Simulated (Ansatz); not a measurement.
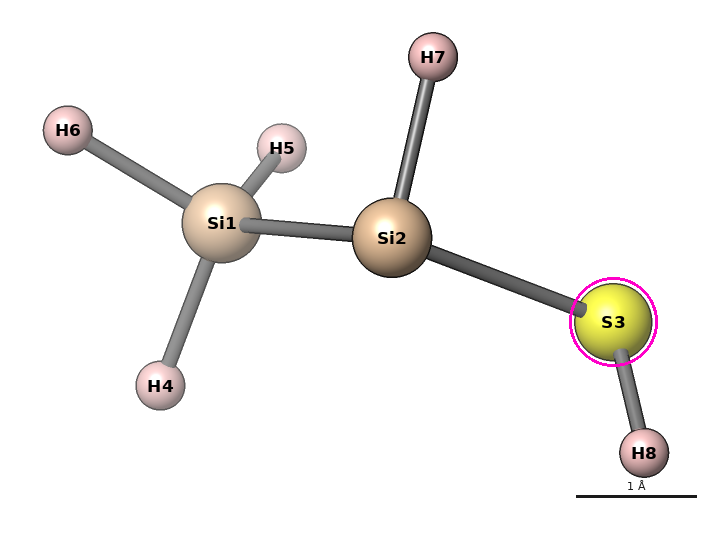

Orthographic view. Atoms fade into the background with distance from the viewer. Charge −1, singlet. Computed geometry: PBE-D4/def2-SVPD optimisation. No frequency run is at hand to confirm it as a minimum.

Question: Which atoms are bonded to the circled atom?

Answer: The circled atom is S3; it is bonded to Si2, H8.

Question: Which atom is farthest from the viewer?

Answer: H5, 1.9 Å behind the mean position.

Question: What is the shortest path along bonds from the circled atom to H6?

Answer: S3–Si2–Si1–H6, 3 bonds; through space the two are 4.86 Å apart.

Question: Which two atoms are farthest apart in space?

Answer: H6 and H8, 5.66 Å.
